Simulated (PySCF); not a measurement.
**C5H9N (2-methylbutanenitrile) at 5 levels**

We compute a comparison of 5 runs (BHLYP/6-31G*, PBE0/6-31G*, SVWN5/6-31G*, r2SCAN/6-31G*, CCSD(T)/6-31G*) of C5H9N (2-methylbutanenitrile). 

Program for the calculation: PySCF 2.14.0.

2 further runs of the same task are left out: 2 set aside as unsound or not needed.

## Step 1: The structure to begin with

C5H9N: 15 atoms, total charge 0, spin state singlet. SMILES: `CCC(C)C#N`. The C1–H9 distance was set to 1.633 Å, away from the relaxed value. At this shape a bond of the SMILES string is far longer than usual.

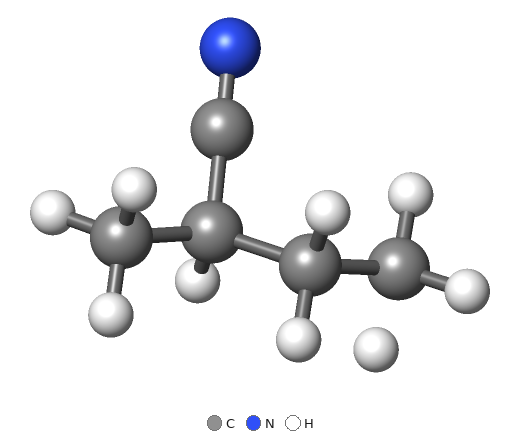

The structure, seen from a chosen angle (carbon grey, nitrogen blue, hydrogen white).

## Step 2: The energy at BHLYP/6-31G(d) (spherical functions) (run 1)

Input file input.xyz:

```xyz
15
C5H9N
C     -1.818982    -0.353925     0.632993
C     -0.938252    -0.249655    -0.606217
C      0.390298     0.464525    -0.310457
C      1.325528     0.455225    -1.523817
C      0.129618     1.831875     0.078093
N     -0.081202     2.917795     0.366783
H     -2.755592    -0.850255     0.391283
H     -2.044292     0.635665     1.024863
H     -1.069460    -1.212560     1.802180
H     -1.469712     0.296345    -1.389287
H     -0.715832    -1.249645    -0.985947
H      0.884418    -0.032225     0.534283
H      2.251748     0.979515    -1.298387
H      0.850488     0.943875    -2.372087
H      1.563318    -0.569405    -1.800747
```

Input file job.py:

```python
from pyscf import gto, dft

system = gto.M(
    atom='input.xyz',
    verbose=3,
    basis='6-31g*',
    max_memory=1860,
)

mf = dft.RKS(system, xc='bhandhlyp')
mf.conv_tol = 1e-10
mf.grids.level = 5
mf.kernel()
if not mf.converged:
    mf = mf.newton().run(mf.mo_coeff, mf.mo_occ)

e_final = mf.e_tot
print('E = %.10f Eh' % e_final)
```

Command:

```bash
$ OMP_NUM_THREADS=1 python job.py
```

What it wrote:

```text
converged SCF energy = -250.45204502297
E = -250.4520450230 Eh
```

It took 46 s on 1 thread of Intel Xeon at 2.70GHz, shared host; peak memory 0.54 GiB.

## Step 3: The energy at PBE0/6-31G(d) (spherical functions) (run 2)

Input file input.py:

```python
from pyscf import gto, dft

molecule = gto.Mole()
molecule.atom = '''
C     -3.437378    -0.668821     1.196183
C     -1.773039    -0.471780    -1.145584
C      0.737556     0.877825    -0.586679
C      2.504885     0.860251    -2.879597
C      0.244943     3.461742     0.147574
N     -0.153450     5.513833     0.693119
H     -5.207314    -1.606749     0.739418
H     -3.863152     1.201233     1.936710
H     -2.020987    -2.291406     3.405627
H     -2.777353     0.560011    -2.625372
H     -1.352726    -2.361487    -1.863170
H      1.671308    -0.060896     1.009649
H      4.255187     1.851015    -2.453596
H      1.607189     1.783665    -4.482595
H      2.954243    -1.076020    -3.402919
'''
molecule.basis = '6-31g*'
molecule.verbose = 4
molecule.unit = 'bohr'
molecule.charge = 0
molecule.spin = 0
molecule.max_memory = 1860
molecule.build()

myscf = dft.RKS(molecule)
myscf.xc = 'pbe0'
myscf.conv_tol = 1e-10
myscf.grids.level = 5
myscf.kernel()
if not myscf.converged:
    myscf = myscf.newton().run(myscf.mo_coeff, myscf.mo_occ)

e_final = myscf.e_tot
print('E(%s) = %.9f' % ('PBE0', e_final))
```

Command:

```bash
$ OMP_NUM_THREADS=1 python input.py
```

What it wrote:

```text
PySCF version 2.14.0

[... 84 lines left out ...]
converged SCF energy = -250.307937832294
E(PBE0) = -250.307937832
```

Wall time 59 s (1 thread of Intel Xeon at 2.70GHz, shared host); peak memory 0.54 GiB.

Runs 3 to 4 aren't shown in full; the table further down has their settings and results.

## Step 4: A single-point energy at CCSD(T)/6-31G(d) (spherical functions) (run 5)

Input file job.py:

```python
from pyscf import gto, cc

molecule = gto.M(
    atom='''
C     -1.818982    -0.353925     0.632993
C     -0.938252    -0.249655    -0.606217
C      0.390298     0.464525    -0.310457
C      1.325528     0.455225    -1.523817
C      0.129618     1.831875     0.078093
N     -0.081202     2.917795     0.366783
H     -2.755592    -0.850255     0.391283
H     -2.044292     0.635665     1.024863
H     -1.069460    -1.212560     1.802180
H     -1.469712     0.296345    -1.389287
H     -0.715832    -1.249645    -0.985947
H      0.884418    -0.032225     0.534283
H      2.251748     0.979515    -1.298387
H      0.850488     0.943875    -2.372087
H      1.563318    -0.569405    -1.800747
''',
    spin=0,
    charge=0,
    basis='6-31g*',
    verbose=3,
    max_memory=1860,
)

myscf = molecule.RHF()
myscf.conv_tol = 1e-10
myscf.kernel()
if not myscf.converged:
    myscf = myscf.newton().run(myscf.mo_coeff, myscf.mo_occ)

mycc = cc.CCSD(myscf, frozen=6)
mycc.kernel()
e_t = mycc.ccsd_t()
e_final = mycc.e_tot + e_t
print('E(%s) = %.9f' % ('CCSD(T)', e_final))
```

Command:

```bash
$ OMP_NUM_THREADS=1 python job.py
```

What it wrote:

```text
converged SCF energy = -248.947362926767
E(CCSD) = -249.8083750390616  E_corr = -0.8610121122942576
CCSD(T) correction = -0.0301974697364929
E(CCSD(T)) = -249.838572509
```

Run time: 83 s. Hardware: 1 thread of Intel Xeon at 2.70GHz, shared host; peak memory 0.81 GiB.

## Step 5: All runs side by side

| run | level | integration grid | frozen core orbitals | energy (Eh) | dipole moment (D) of the reference | HOMO energy (eV) | LUMO energy (eV) | wall time |
| --- | --- | --- | --- | --- | --- | --- | --- | --- |
| 1 | BHLYP/6-31G* (spherical functions) | 5 | – | -250.452045 | 3.78 | -9.84 | 1.27 | 46 s |
| 2 | PBE0/6-31G* (spherical functions) | 5 | – | -250.307938 | 3.73 | -8.71 | 0.16 | 59 s |
| 3 | SVWN5/6-31G* (spherical functions) | 5 | – | -248.308006 | 3.72 | -7.46 | -0.96 | 26 s |
| 4 | r2SCAN/6-31G* (spherical functions) | 5 | – | -250.453617 | 3.77 | -7.75 | -0.72 | 99 s |
| 5 | CCSD(T)/6-31G* (spherical functions) | – | 6 | -249.838573 | 3.92 | -11.58 | 4.05 | 83 s |

## Step 6: Results

| quantity | value |
| --- | --- |
| run 5: total energy | -249.83857 Eh |
| run 5: dipole moment (Hartree–Fock density) | 3.92 D |
| run 5: HOMO energy (Hartree–Fock orbitals) | -11.58 eV |
| run 5: LUMO energy (Hartree–Fock orbitals) | 4.05 eV |
| run 5: HOMO–LUMO gap (Hartree–Fock orbitals) | 15.63 eV |
| run 5: correlation energy (6 core orbitals frozen) | -891.2 mEh |
| run 5: (T) correction | -30.20 mEh |
| run 5: T1 diagnostic | 0.012 |

Over runs 1, 2, 3, 4 the dipole moment (its size) runs from 3.72 D (SVWN5/6-31G*) to 3.78 D (BHLYP/6-31G*). Over runs 1, 2, 3, 4 the HOMO–LUMO gap runs from 6.50 eV (SVWN5/6-31G*) to 11.11 eV (BHLYP/6-31G*). Totals of different functionals can't be ranked against each other. All runs together took 5.2 min, the longest 99 s.
